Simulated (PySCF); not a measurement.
Vertical excitations of a molecule C₃H₅FSi from TDA-PBE/def2-SVPD (PySCF), as energy in eV (oscillator strength): 4.19 (0.001), 5.80 (0.001), 6.21 (0.001), 6.44 (0.002), 6.44 (0.002), 6.58 (0.005), 6.59 (0.334), 6.69 (0.004), 6.97 (0.006), 7.03 (0.080). Lowest triplet (TDA): 3.73 eV. Geometry optimised at PBE0-D3(BJ)/def2-SVP. One conformer was computed; it need not be the lowest.

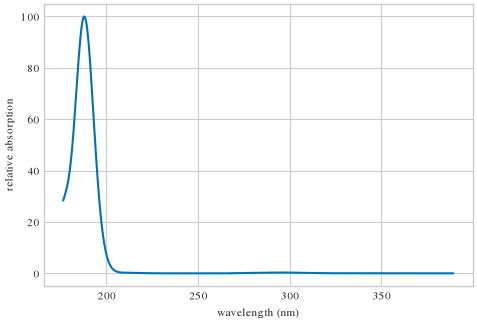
Figure. The lines broadened by 0.4 eV.

Q: Pick the molecule that these values belong to.
A) FC=C=C[SiH3]
B) C#C[SiH2]CF
C) C=C=C[SiH2]F
D) CC#C[SiH2]F

A: A, FC=C=C[SiH3]
